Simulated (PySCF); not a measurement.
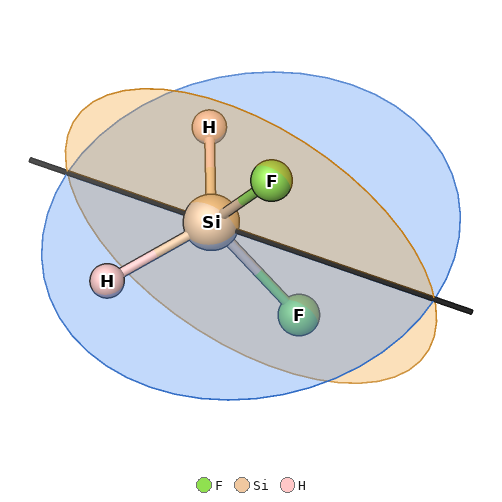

All proper rotation axes (lines) and mirror planes (discs) of the structure are drawn in. Depth is shown by fading: the farther an atom, the more it takes the colour of the background. The computed structure is the end point of a GFN2-xTB optimisation. No frequency run is at hand to confirm it as a minimum.

What is the order of each axis, and which point group results?

It has 1 C2 axis and 2 mirror planes. Point group C2v. The group has 4 operations. The geometry is achiral, and symmetry allows a dipole moment.
